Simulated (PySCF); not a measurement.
C2H4OS, SMILES `CC(O)=S`.

Computed with PySCF, PBE0/def2-SVP, geometry: GFN2-xTB. No frequency check shows the geometry to be a minimum. GFN2-xTB bond lengths at metals and heavier atoms can be off by up to 0.1 Å and shapes distorted, which carries into these values.

Cartesian coordinates (Å):

```
C1       1.3379    0.9790    0.0008
C2       0.2928   -0.0814    0.0002
O3       0.7816   -1.3174    0.0001
S4      -1.3077    0.2145   -0.0001
H5       1.9788    0.8590    0.8705
H6       0.8777    1.9615    0.0120
H7       1.9649    0.8740   -0.8872
H8       0.0656   -1.9724   -0.0001
```

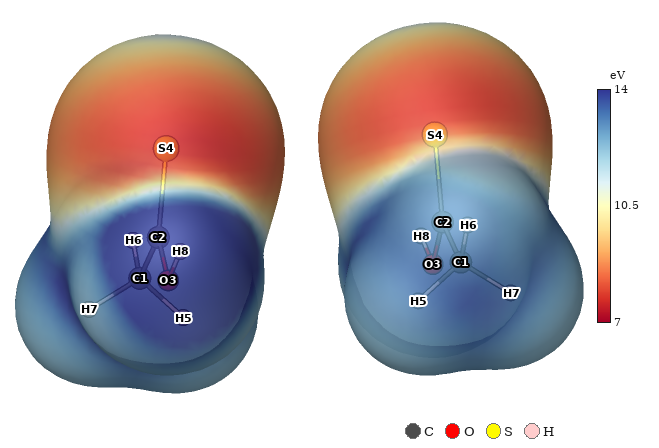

Average local ionisation energy on the surface of electron density 0.001 a.u. (back view left, front view right).

Question: Locate the minima of the map.

Answer: The lowest value is 7.4 eV, 2.0 Å from H8. Further minima include 7.7 eV, about equally far (2.2 Å) from S4 and H6; 12.0 eV, 1.7 Å from O3; 12.1 eV, 1.3 Å from H7. For comparison, the highest occupied orbital lies at −6.5 eV.
